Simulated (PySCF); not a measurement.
```xyz
17

C    -1.8950    1.2416   -0.6185
C    -1.1686    0.2311    0.1672
C    -1.5645   -1.1487    0.2611
C     0.0361    0.4861    0.6666
C     1.2359    1.2771    0.9913
C     1.2295   -0.3643    1.1318
C     1.7222   -1.1363    0.0201
N     2.1335   -1.7828   -0.8652
H    -1.2782    2.0662   -1.0963
H    -2.2521    0.7100   -1.5473
H    -2.7709    1.4518    0.0137
H    -1.6474   -1.3616   -0.7802
H    -0.8299   -1.7061    0.8812
H    -2.4686   -1.2759    0.9148
H     1.9365    1.6306    0.2773
H     1.3004    1.6034    2.0029
H     1.4684   -0.7103    2.1396
```

Geometry: GFN2-xTB, MD frame at 250 fs, 600 K.

These are results of PySCF, PBE0/pcSseg-1, SCF density, gas phase, non-relativistic, not measurements.

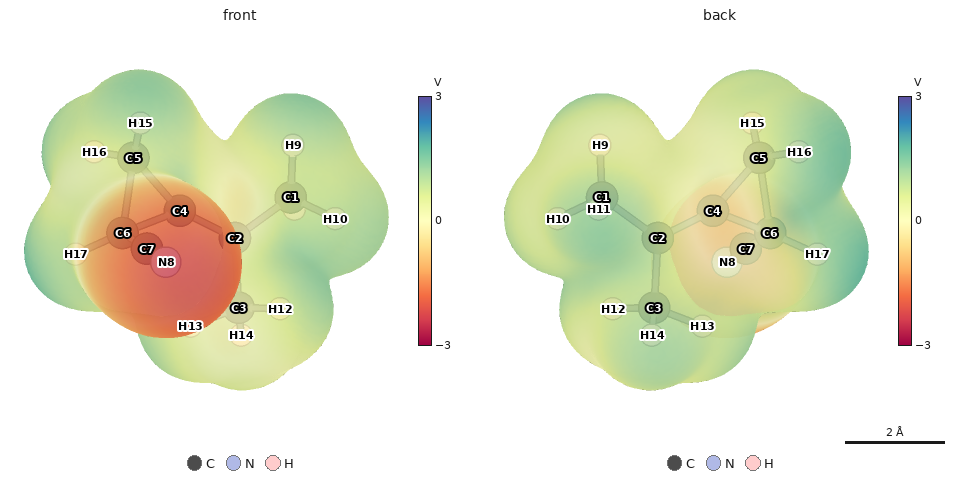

C$_{7}$H$_{9}$N. The electrostatic potential painted on the density surface at 0.004 e/bohr³, seen from the front and from behind; the colour scale runs from red (negative) to blue (positive).

### Where is the surface potential most negative and most positive?

The most negative region (about −2.3 V, or −53 kcal/mol for a unit charge) lies over N8, the most positive (about +1.7 V, or +39 kcal/mol for a unit charge) over H16 and H17. N8 is the likeliest acceptor of a hydrogen bond.

### What dipole moment does the calculation give?

Its dipole moment is 4.28 D.
